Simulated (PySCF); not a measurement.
Molecule: H4Se2Si, SMILES [SeH][SiH2][SeH]. Atoms near the plane z = 0.8 Å, at the PBE0/def2-SVP optimised geometry (x, y, z in Å): Se1 (1.6, -0.8, 0.0), Si2 (-0.7, -0.8, 0.0), Se3 (-1.7, 1.2, 0.0), H4 (1.7, 0.0, 1.2), H5 (-1.3, -1.5, 1.2).

Computed with PBE0/def2-TZVP (PySCF). The values are rescaled to run from 0 to 1.

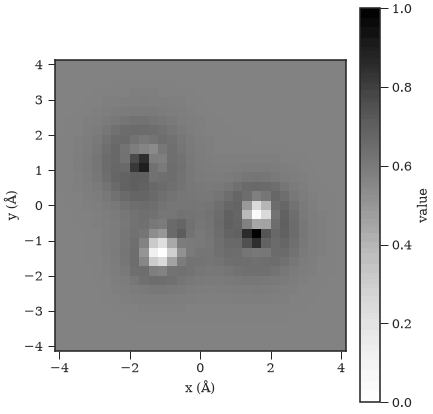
Figure: a field on the plane z = 0.8 Å.

Q: Which quantity is mapped?
A. an orbital amplitude
B. Laplacian of the electron density
C. log10 of the electron density
D. deformation density (molecule minus spherical neutral atoms)

A: B, Laplacian of the electron density. In full: Laplacian of the electron density (e/bohr⁵).
